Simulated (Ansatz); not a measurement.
## NaP3 (built on the sites of a database entry of NaN3): following an unstable mode

Wanted: the energy along a soft mode of NaP3 (built on the sites of a database entry of NaN3) and the structure at the end.

Program: Ansatz 0.2.0. Level of theory: DFT PBEsol, scalar-relativistic, plane waves, PAW. Results are calculated unless marked as measured.

The structure was built from a prototype and need not be the compound's stable phase.

## (1) The starting structure

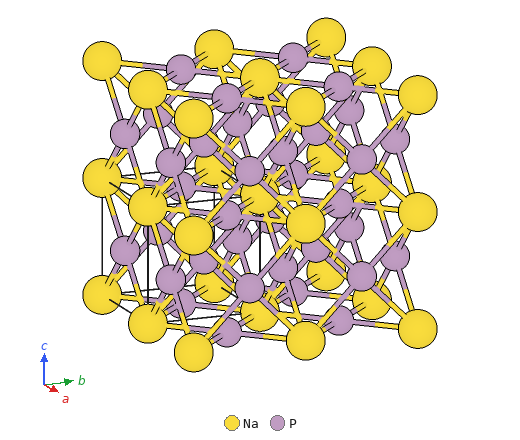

The cell as given, slightly off an axis (sodium yellow, phosphorus pink). 2×2×2 cells are drawn. Some periodic images of atoms are drawn too.

Coordinates:

```cif
data_structure
_symmetry_space_group_name_H-M 'Pm-3m'
_symmetry_Int_Tables_number 221
_cell_length_a 3.9575
_cell_length_b 3.9575
_cell_length_c 3.9575
_cell_angle_alpha 90.000
_cell_angle_beta 90.000
_cell_angle_gamma 90.000
_cell_volume 61.98
loop_
_atom_site_label
_atom_site_type_symbol
_atom_site_symmetry_multiplicity
_atom_site_Wyckoff_symbol
_atom_site_fract_x
_atom_site_fract_y
_atom_site_fract_z
_atom_site_occupancy
Na1 Na 1 a 0.00000 0.00000 0.00000 1
P1 P 3 c 0.00000 0.50000 0.50000 1
```

## (2) Response at finite wavevector

The cell comes from relaxations at this level that are not shown. Stability and thermal properties need the whole zone. Linear response on a 4×4×4 q mesh gives force constants as far as a supercell of that size would.

Input file input.yaml:

```yaml
crystal:
  lattice:
    - [3.9575023488, 0.0, 0.0]
    - [0.0, 3.9575023488, 0.0]
    - [0.0, 0.0, 3.9575023488]
  atoms:
    - { symbol: Na, position: [0.0, 0.0, 0.0] }
    - { symbol: P, position: [0.0, 0.5, 0.5] }
    - { symbol: P, position: [0.5, 0.5, 0.0] }
    - { symbol: P, position: [0.5, 0.0, 0.5] }
kpoints:
  mp_grid: { grid: [12, 12, 12] }
hamiltonian:
  xc: pbesol
scf:
  occupations: { method: methfessel_paxton, width: 0.2 }
output:
  eigenvalues: true
phonons:
  method: dfpt
  qmesh: [4, 4, 4]
  temperatures: { t_max: 1000, t_step: 50 }
  qpath:
    path:
      - [[0.0, 0.0, 0.0], [0.0, 0.5, 0.0], [0.5, 0.5, 0.0], [0.0, 0.0, 0.0], [0.5, 0.5, 0.5], [0.0, 0.5, 0.0]]
      - [[0.5, 0.5, 0.5], [0.5, 0.5, 0.0]]
    npoints: 10
```

On the command line:

```sh
> ansatz run input.yaml --threads 8 --pin off --max-ram 14336MiB --backend cpu --events-out ev --progress --plain --runs-dir out
```

Numbers of over 12 decimals in the logs are rounded to 6 here.

The log of the run:

```text
Engine: ansatz 0.2.0, aarch64-unknown-linux-gnu
Pseudopotentials: kind: paw
Pseudopotential: Na, paw, valence charge 9, recommended cutoff 420 eV (normal), Na.paw.azcp
Pseudopotential: P, paw, valence charge 5, recommended cutoff 420 eV (normal), P.paw.azcp
Functional definition: PBEsol
  exchange = pbesol_x
  correlation = pbesol_c
Crystal: 4 atoms, lattice volume = 61.982 Å³
Basis set: ecut = 420 eV, 1213 PW (Γ), exchange–correlation on 54×54×54 points (8 copies of the dense FFT grid, shifted against one another)
Bands: 16, of which v1, the nominal top of the filled ones, is band 12 counted from 1 (11 counted from 0)
Symmetry: 48 space group operations
k-points: 84 of 1728
Non-local potential: Na, projectors of the file, l = 0: 3, l = 1: 2, l = 2: 1
Non-local potential: P, projectors of the file, l = 0: 2, l = 1: 2, l = 2: 2
PAW form: soft (Blöchl's): semilocal exchange-correlation on the pseudo side does not see the compensation charge
PAW frozen core: Na, regenerated for the run's functional, and the local potential with it (the file was generated under x = pbe(κ = 0.804, μ = 0.219515), c = pbe(β = 0.066725))
PAW frozen core: P, regenerated for the run's functional, and the local potential with it (the file was generated under x = pbe(κ = 0.804, μ = 0.219515), c = pbe(β = 0.066725))
PAW one-centre angular grid: Na, 110 points (default); XC on 64 Gauss nodes
PAW one-centre angular grid: P, 110 points (default); XC on 64 Gauss nodes
Initial density: superposition of atomic densities (neutral atoms: chi_scale 0, normalization atom), corrected by the library's trained network
Initial wavefunctions: pseudopotential atomic-orbital guess
Functional: x = pbesol(κ = 0.804, μ = 0.123457), c = pbesol(β = 0.046)
SCF iter   1: F=—  HF=-3694.673693 eV  |F-HF|=—  |Δ(HF+E_count)|=         —  Δρ=2.66e-3  dr2=2.82e-3  ethr=1.77e-3  ⟨swp⟩=6.2  Hψ=7860  notcnv=0
preconditioner: auto → Kerker (q_TF=auto, 2.329 Å⁻¹)  [metal: Δε(μ)=0.016 eV  Ē_g=8.048 eV  σ=0.200 eV  W_gap=0.07  n_scr=18 (ndim 8)  ℏωp=18.9 eV  f_vac=0.000  D(μ)=2.23/eV (n_scr^D=18)]
SCF iter   2: F=—  HF=-3694.671962 eV  |F-HF|=—  |Δ(HF+E_count)|=   1.73e-3  S|Δr|=    0.00e0  Δρ=1.36e-3  dr2=9.64e-4  ethr=1.18e-5  ⟨swp⟩=2.0  Hψ=3025  notcnv=0
SCF iter   3: F=—  HF=-3694.671898 eV  |F-HF|=—  |Δ(HF+E_count)|=   6.41e-5  S|Δr|=    0.00e0  Δρ=3.47e-4  dr2=1.28e-4  ethr=4.02e-6  ⟨swp⟩=2.0  Hψ=1689  notcnv=0
SCF iter   4: F=—  HF=-3694.671877 eV  |F-HF|=—  |Δ(HF+E_count)|=   2.14e-5  S|Δr|=    0.00e0  Δρ=9.07e-5  dr2=4.76e-6  ethr=5.33e-7  ⟨swp⟩=2.5  Hψ=2174  notcnv=0
SCF iter   5: F=—  HF=-3694.671876 eV  |F-HF|=—  |Δ(HF+E_count)|=   6.38e-7  S|Δr|=    0.00e0  Δρ=4.38e-5  dr2=1.28e-6  ethr=1.98e-8  ⟨swp⟩=2.0  Hψ=1871  notcnv=0
SCF iter   6: F=—  HF=-3694.671874 eV  |F-HF|=—  |Δ(HF+E_count)|=   1.84e-6  S|Δr|=    0.00e0  Δρ=9.66e-6  dr2=3.13e-8  ethr=5.32e-9  ⟨swp⟩=2.0  Hψ=2284  notcnv=0
SCF iter   7: F=—  HF=-3694.671874 eV  |F-HF|=—  |Δ(HF+E_count)|=   1.37e-8  S|Δr|=    0.00e0  Δρ=2.23e-6  dr2=1.90e-9  ethr=1.31e-10  ⟨swp⟩=2.0  Hψ=2007  notcnv=0
SCF iter   8: F=—  HF=-3694.671874 eV  |F-HF|=—  |Δ(HF+E_count)|=  6.32e-10  S|Δr|=    0.00e0  Δρ=1.86e-7  dr2=1.95e-11  ethr=7.91e-12  ⟨swp⟩=2.4  Hψ=2216  notcnv=0
SCF iter   9: F=-3694.671874 eV  HF=-3694.671874 eV  |F-HF|=9.09e-13  |Δ(HF+E_count)|=  7.28e-12  S|Δr|=    0.00e0  Δρ=1.90e-8  dr2=2.00e-13  ethr=1.00e-12  ⟨swp⟩=8.2  Hψ=7577  notcnv=0
SCF 1 converged in 9 iterations: F = -3694.671874 eV  dr2 = 2.00e-13
  greatest PAW one-centre occupation: 0.999 electrons in one spin orbital (limit 2), on the Na atom at site 0 (counted from 0), in its partial waves of l = 0
Initial density: read from a saved state, or passed on in memory by an earlier SCF of this step, an earlier step, the calling program or the single point that the run made first
iter 1 solved again at ethr=4.35e-8 eV; its pass at ethr=3.10e-3 eV (dr2=1.04e-5 eV) is discarded
SCF iter   1: F=—  HF=-3694.671875 eV  |F-HF|=—  |Δ(HF+E_count)|=         —  Δρ=2.26e-7  dr2=1.04e-11  ethr=4.35e-8  ⟨swp⟩=4.5  Hψ=12784  notcnv=0
eigensolver tolerance schedule: the retry pair's looser diagonalisation over-reported the residual by 999437.64 of it (diagonalisation noise at an unbounded share of the residual, at the tolerance the schedule requests for it); recorded, not acted on — ethr = c·dr2/N_el stays at c = 1.0e-1
preconditioner: auto → Kerker (q_TF=auto, 2.329 Å⁻¹)  [metal: Δε(μ)=0.023 eV  Ē_g=8.047 eV  σ=0.200 eV  W_gap=0.10  n_scr=18 (ndim 8)  ℏωp=18.9 eV  f_vac=0.000  D(μ)=2.22/eV (n_scr^D=18)]
SCF iter   2: F=—  HF=-3694.671874 eV  |F-HF|=—  |Δ(HF+E_count)|=   3.35e-7  S|Δr|=    0.00e0  Δρ=1.65e-7  dr2=5.73e-12  ethr=1.00e-12  ⟨swp⟩=4.3  Hψ=6933  notcnv=0
SCF iter   3: F=-3694.671874 eV  HF=-3694.671874 eV  |F-HF|=4.09e-12  |Δ(HF+E_count)|=  1.36e-12  S|Δr|=    0.00e0  Δρ=9.32e-8  dr2=1.88e-12  ethr=1.00e-12  ⟨swp⟩=2.0  Hψ=2266  notcnv=0
SCF 2 converged in 3 iterations: F = -3694.671874 eV  dr2 = 1.88e-12
phonons: the bands overlap, so this run is a metal and interpolates without the dipole-dipole term. If the crystal is really an insulator or semiconductor, its LO-TO splitting is missing
NSCF: frozen V_eff on 84 k-points
NSCF: frozen V_eff on 343 k-points
DFPT response loops at q = (0, 0, 0) (fractional): preconditioner auto → Kerker (q_TF=auto, 2.329 Å⁻¹) (partly filled bands, converged f_vac=0.000); β = 1.00, the filter's whole step (`scf.mixing.beta` (0.50) is not read by the response loops under this deck's `scf.mixing.preconditioner`; to damp them name `kerker` or `kerker_dos`, under which they read `scf.mixing.beta`, and type it under 1.00, their step now; both keys bind the ground state too); Broyden in place of MSR1
NSCF: frozen V_eff on 1176 k-points
DFPT response loops at q = (0, 0, 0.25) (fractional): mixed as the last ones told, above
NSCF: frozen V_eff on 686 k-points
DFPT response loops at q = (0, 0, -0.5) (fractional): mixed as the last ones told, above
NSCF: frozen V_eff on 2016 k-points
DFPT response loops at q = (0, 0.25, 0.25) (fractional): mixed as the last ones told, above
NSCF: frozen V_eff on 1176 k-points
DFPT response loops at q = (0, 0.25, -0.5) (fractional): mixed as the last ones told, above
NSCF: frozen V_eff on 686 k-points
DFPT response loops at q = (0, -0.5, -0.5) (fractional): mixed as the last ones told, above
NSCF: frozen V_eff on 3456 k-points
DFPT response loops at q = (0.25, 0.25, 0.25) (fractional): mixed as the last ones told, above
NSCF: frozen V_eff on 2016 k-points
DFPT response loops at q = (0.25, 0.25, -0.5) (fractional): mixed as the last ones told, above
NSCF: frozen V_eff on 1176 k-points
DFPT response loops at q = (0.25, -0.5, -0.5) (fractional): mixed as the last ones told, above
NSCF: frozen V_eff on 686 k-points
DFPT response loops at q = (-0.5, -0.5, -0.5) (fractional): mixed as the last ones told, above
SCF converged after 9 iterations
Stability not checked: this state was not tested for a lower state beside it, because cold or Methfessel-Paxton smearing, or corrected tetrahedra, fill the levels in a way that the test cannot read (fill_not_monotonic; see scf.lower_state_search)
Free energy (F): -3694.671874 eV
Harris-Foulkes:  -3694.671874 eV  (|F-HF|=9.09e-13)
Internal energy: -3694.667891 eV  (E = F + TS)
E sigma→0 (E₀):  -3694.670879 eV
Entropy (-TS):   -0.003983 eV (-0.996 meV/atom)
Fermi energy:    9.048231 eV
--- Per-component energies (eV) ---
  E_band       = -120.923192
  E_kinetic    = 327.656040
  E_local      = -1334.442262  (includes V_loc(G=0)·N_el)
  E_nonlocal   = 218.244893
  E_hartree    = 479.778158
  E_xc         = -220.449291
  E_vxc        = -230.734768  (∫ρ·V_xc dr)
  E_paw        = -1915.295184  (= ΣΔE_a)
  E_vpaw       = -61.203403  (= ΣTr[D̂ρ^β])
  E_aug_tail   = -0.000005  (compensation charges beyond the density's cutoff)
  E_ewald      = -1250.353222
  E_core_change = 0.192982  (= ΣΔE_core)
  E_smearing   = -0.003983  (= −TS)
  E_closure    = -0.000000  (closes the sum)
  Σ components = -3694.671874   (vs F -3694.671874, Δ=0.00e0)
--- Band table (eV; the first three rows and the last of 84) ---
  k-point 0: bands = [... 8 lower, 4.1253, 4.1253, 9.9796, 9.9796, 9.9796, 10.3044, 12.8823, 12.8823]
  k-point 1: bands = [... 8 lower, 4.1732, 4.4728, 9.7351, 9.8163, 9.8163, 10.4868, 12.5830, 12.5830]
  k-point 2: bands = [... 8 lower, 4.3145, 5.1851, 9.1659, 9.3514, 9.3514, 10.9577, 11.9875, 12.2129]
  k-point 83: bands = [... 8 lower, 3.5805, 3.5805, 3.5805, 10.4903, 13.6439, 13.6439, 13.7850, 13.7850]
--- Phonons (Γ-DFPT): 3 representative perturbations + reference (Σ response iterations 9) ---
  ASR residual: 1.752e-5 → 0.000e0 eV/Å²; symmetrization residual: 7.551e-6 eV/Å²
  ASR residual per site (eV/Å²): 1.75e-5 3.87e-6 3.87e-6 3.87e-6
  Γ frequencies (cm⁻¹): -146.44 -146.44 -146.44 0.00 0.00 0.00 141.51 141.51 141.51 301.31 301.31 301.31
--- Phonons (arbitrary-q DFPT): 10 irreducible q on the 4×4×4 mesh ---
  q = [0.0000, 0.0000, 0.0000] (star 1, of the zone-centre solve; hermiticity 2.80e-6, symmetrization 1.42e-12): -146.44 -146.44 -146.44 -0.00 0.00 0.00 141.51 141.51 141.51 301.31 301.31 301.31
  q = [0.0000, 0.0000, 0.2500] (star 6, 7 solved perturbations in 3612 linear systems a pass and spin channel, the states on 588 of 1728 k-point pairs; hermiticity 2.66e-6, symmetrization 6.59e-13): -180.60 -180.60 -153.96 50.30 50.30 119.11 144.95 150.90 150.90 284.25 290.95 290.95
  q = [0.0000, 0.0000, -0.5000] (star 3, 7 solved perturbations in 2107 linear systems a pass and spin channel, the states on 343 of 1728 k-point pairs; hermiticity 3.15e-6, symmetrization 9.55e-13): -163.81 -163.81 -99.88 -37.18 -37.18 137.74 137.74 192.29 192.45 248.16 275.96 275.96
  q = [0.0000, 0.2500, 0.2500] (star 12, 7 solved perturbations in 6132 linear systems a pass and spin channel, the states on 1008 of 1728 k-point pairs; hermiticity 2.58e-6, symmetrization 5.99e-14): -223.87 -159.49 -148.55 62.30 71.47 79.68 121.71 161.39 178.57 265.36 278.13 300.81
  q = [0.0000, 0.2500, -0.5000] (star 12, 12 solved perturbations on 588 of 1728 k-point pairs; hermiticity 2.94e-6, symmetrization 7.30e-14): -179.11 -157.14 -99.29 -95.69 93.28 113.96 114.73 158.16 201.80 265.32 275.64 291.26
  q = [0.0000, -0.5000, -0.5000] (star 3, 7 solved perturbations in 2107 linear systems a pass and spin channel, the states on 343 of 1728 k-point pairs; hermiticity 2.52e-6, symmetrization 7.22e-14): -162.59 -162.21 -150.27 -145.40 101.52 101.52 134.79 134.79 211.67 247.60 300.46 300.46
  q = [0.2500, 0.2500, 0.2500] (star 8, 3 solved perturbations in 3600 linear systems a pass and spin channel, the states on 1728 of 1728 k-point pairs; hermiticity 2.28e-6, symmetrization 4.96e-13): -152.47 -143.12 -143.12 -93.94 -93.94 121.81 183.94 183.94 194.31 249.50 296.48 296.48
  q = [0.2500, 0.2500, -0.5000] (star 12, 7 solved perturbations in 6132 linear systems a pass and spin channel, the states on 1008 of 1728 k-point pairs; hermiticity 2.57e-6, symmetrization 2.92e-13): -169.91 -165.87 -126.32 -124.22 -66.39 -44.43 176.35 195.60 203.52 278.34 286.80 289.79
  q = [0.2500, -0.5000, -0.5000] (star 6, 7 solved perturbations in 3612 linear systems a pass and spin channel, the states on 588 of 1728 k-point pairs; hermiticity 3.29e-6, symmetrization 7.26e-14): -188.67 -177.09 -144.50 -144.50 -121.77 -114.43 198.92 198.92 211.65 277.28 297.90 297.90
  q = [-0.5000, -0.5000, -0.5000] (star 1, 3 solved perturbations in 735 linear systems a pass and spin channel, the states on 343 of 1728 k-point pairs; hermiticity 2.23e-6, symmetrization 1.32e-12): -216.78 -216.78 -216.78 -193.82 -132.37 -132.37 211.93 211.93 211.93 294.70 294.70 294.70
  sum rule: each row above includes the acoustic sum rule's correction from the zone centre's row sums; it moved no ω² by more than (0.46 cm⁻¹)²
  mesh force constants: q→R imaginary residual 2.66e-18; ASR residual 1.752e-5 → 0.000e0 eV/Å²; symmetrization residual 3.997e-15 eV/Å²
  interpolated dispersion: 62 rows × 12 modes
  density of states and harmonic sums: on the 16×16×16 q-mesh, interpolated from the force constants of a 4×4×4 supercell (no non-analytic term)
  largest difference from the sums on the solved wave vectors: F 4.82e-2 eV, S 6.05e-5 and C_V 1.32e-5 eV/K
  zero-point energy: 0.092713 eV/cell   skipped modes (ω ≤ 0): 726, of them read as no rigid motion or as one in doubt: 723 (4.372e0 modes/cell left out, lowest -223.87 cm⁻¹)   left out of the sums: 3.64e-1 of the cell's modes: C_V's classical limit lies that fraction below 3 k_B per atom; for a crystal, a wire or a layer, F and S can be off by more, and a phonons.interpolated_qmesh denser along its periods is the remedy for the sampling
```

The job ended after 6 min (8 threads of Arm Neoverse V2, shared host; peak memory 3.9 GiB).

Numbers from this step:

```
volume per atom                                         : 15.50 Å³
gap on the k-mesh                                       : 0 eV
sum-rule residual before enforcement                    : 1.75e-5 eV/Å²
lowest frequency on the path                            : -223.9 cm⁻¹
point group                                             : m-3m
highest frequency on the path or at a solved wavevector : 302.4 cm⁻¹
highest optical mode at the zone centre (no LO-TO term) : 301.3 cm⁻¹
lowest optical zone-centre mode                         : -146.4 cm⁻¹
lowest mode on the q mesh (acoustic modes at Γ apart)   : -223.9 cm⁻¹
```

Frequencies (cm⁻¹) solved at each irreducible wavevector; negative means imaginary. Frequencies by wavevector, by row:

```
q in reciprocal lattice units  star  mode 1  mode 2  mode 3  mode 4  mode 10  mode 11  mode 12
                        0 0 0     1  -146.4  -146.4  -146.4       0    301.3    301.3    301.3
                     0 0 0.25     6  -180.6  -180.6    -154    50.3    284.2    290.9    290.9
                     0 0 -0.5     3  -163.8  -163.8   -99.9   -37.2    248.2      276      276
                  0 0.25 0.25    12  -223.9  -159.5  -148.6    62.3    265.4    278.1    300.8
                  0 0.25 -0.5    12  -179.1  -157.1   -99.3   -95.7    265.3    275.6    291.3
                  0 -0.5 -0.5     3  -162.6  -162.2  -150.3  -145.4    247.6    300.5    300.5
               0.25 0.25 0.25     8  -152.5  -143.1  -143.1   -93.9    249.5    296.5    296.5
               0.25 0.25 -0.5    12  -169.9  -165.9  -126.3  -124.2    278.3    286.8    289.8
               0.25 -0.5 -0.5     6  -188.7  -177.1  -144.5  -144.5    277.3    297.9    297.9
               -0.5 -0.5 -0.5     1  -216.8  -216.8  -216.8  -193.8    294.7    294.7    294.7
```

Interpolated from a 4×4×4 q mesh. The phonon branches at the labelled points (cm⁻¹):

```
    point  branch 1  branch 2  branch 3  branch 4  branch 9  branch 10  branch 11  branch 12
        Γ      -146      -146      -146         0       142        301        301        301
        X      -164      -164      -100       -37       192        248        276        276
        M      -163      -162      -150      -145       212        248        300        300
        Γ      -146      -146      -146         0       142        301        301        301
        R      -217      -217      -217      -194       212        295        295        295
        X      -164      -164      -100       -37       192        248        276        276
jump to R      -217      -217      -217      -194       212        295        295        295
        M      -163      -162      -150      -145       212        248        300        300
```

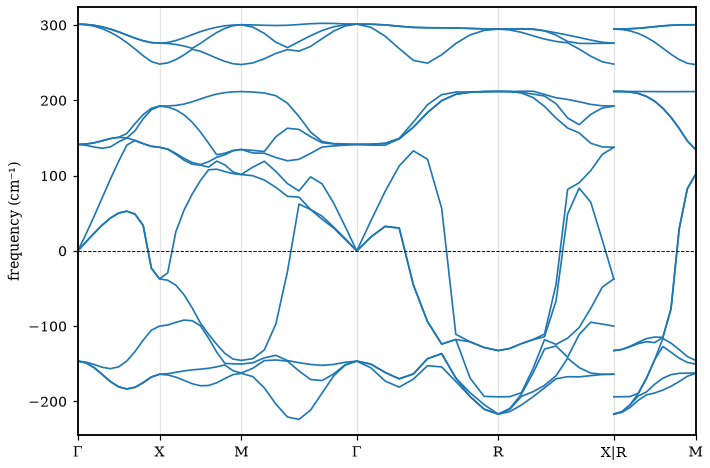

Phonon branches along the path.

Symmetry leaves 10 wavevectors to solve. The lowest mode among them, the acoustic zeros apart, lies at q = (0, 0.25, 0.25) and is imaginary, 223.9i cm⁻¹, so the energy falls along it.

## (3) The mode frozen in, largest atomic shift 0 Å

The mode followed lies at q = (-0.5, -0.5, -0.5) with frequency 216.8i cm⁻¹ and is 3-fold degenerate, one of the unstable modes though not the softest. At small amplitude the distorted cell has space group no. 139 by a symmetry search on the positions. The undistorted cell that holds it gives the zero of energy on the same k mesh.

System of this step: NaP3 (built on the sites of a database entry of NaN3). Symmetry: Pm-3m, No. 221, cubic system. The conventional cell has a = 3.958 Å, b = 3.958 Å, c = 3.958 Å, α = 90.00°, β = 90.00°, γ = 90.00°. Na has 12 P at 2.80 Å nearest. P has 4 Na at 2.80 Å and 8 P at 2.80 Å nearest. Farther neighbours are not listed.

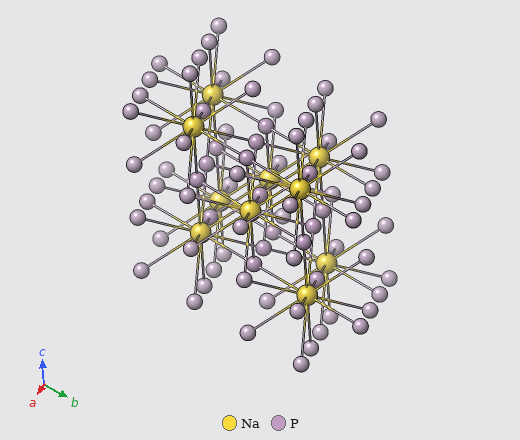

The cell of this step (sodium yellow, phosphorus pink). Some periodic images of atoms are drawn too.

Input file input.yaml:

```yaml
crystal:
  lattice:
    - [3.9575023488, 3.9575023488, 0.0]
    - [3.9575023488, 0.0, 3.9575023488]
    - [3.9575023488, 0.0, -3.9575023488]
  atoms:
    - { symbol: Na, position: [0.0, 0.0, 0.0] }
    - { symbol: Na, position: [0.0, 0.5, 0.5] }
    - { symbol: P, position: [0.5, 0.5, 0.0] }
    - { symbol: P, position: [0.5, 0.0, 0.5] }
    - { symbol: P, position: [0.5, 0.5, 0.5] }
    - { symbol: P, position: [0.5, 0.0, 0.0] }
    - { symbol: P, position: [0.0, 1.0, 0.5] }
    - { symbol: P, position: [0.0, 0.5, 0.0] }
kpoints:
  mp_grid: { grid: [10, 10, 10] }
hamiltonian:
  xc: pbesol
scf:
  occupations: { method: methfessel_paxton, width: 0.2 }
output:
  forces: true
  stress: true
  eigenvalues: true
```

The log of the run:

```text
[...]
Crystal: 8 atoms, lattice volume = 123.963 Å³
Basis set: ecut = 420 eV, 2421 PW (Γ), exchange–correlation on 80×80×80 points (8 copies of the dense FFT grid, shifted against one another)
Bands: 32, of which v1, the nominal top of the filled ones, is band 24 counted from 1 (23 counted from 0)
Symmetry: 96 space group operations
[...]
k-points: 47 of 1000
[...]
k-point 0: bands = [... 20 lower, 4.1244, 9.9833, 9.9833, 9.9833, 10.2996, 10.4942, 12.8810, 12.8810, ... 4 higher]
  k-point 1: bands = [... 20 lower, 4.4164, 9.6556, 9.6556, 10.0395, 10.4943, 10.6643, 12.2526, 12.7332, ... 4 higher]
  k-point 2: bands = [... 20 lower, 5.1217, 8.8644, 8.8644, 10.2075, 10.8682, 11.1597, 11.2675, 12.3116, ... 4 higher]
  k-point 46: bands = [... 20 lower, 7.3669, 7.4477, 8.0664, 8.2178, 9.2373, 9.2644, 9.2860, 10.3680, ... 4 higher]
[key lines of the parts left out:]
SCF converged after 7 iterations
Free energy (F): -7389.361748 eV
Fermi energy:    9.031886 eV
P = ⅓ Tr σ = 0.2218 GPa (2.218 kbar)
```

The job ended after 1.3 s (8 threads; peak memory 0.58 GiB; 9 s of CPU time).

Numbers from this step:

```
pressure                         : 0.2218 GPa
energy from the undistorted cell : 0 meV/atom
```

The run ends at a pressure of 0.22 GPa.

(Part 1 of 3 ends here.)

[Logs are printed without paths, hosts, clocks, repeated set-up lines and the standing remarks that a program may print on its own settings, such as how far it seeks lower states.]

[Hosts, paths, dates, database ids (printed as entryN), source tags and the programs' standing remarks are cut or masked in the printed files.]
